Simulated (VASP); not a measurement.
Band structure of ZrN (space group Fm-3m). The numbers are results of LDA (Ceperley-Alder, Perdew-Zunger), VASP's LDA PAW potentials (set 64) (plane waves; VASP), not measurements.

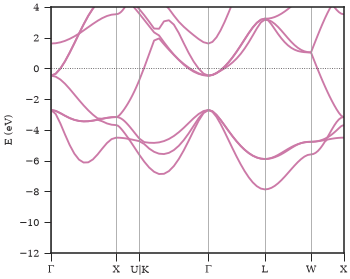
Figure. Bands along high-symmetry lines, zero at the valence-band maximum or, without a gap, the Fermi level

**Question.** Read the plot: is there a gap, and where are the band edges?

**Answer.** It has no gap at this level: it comes out as a metal or semimetal. (Edges off the drawn lines would not show.)

The structure comes from a computed database's ZrN entry (Fm-3m); how it stands against other phases isn't given here. It was relaxed first. The electron count is odd and the run is not spin-polarised, which forces a metal.
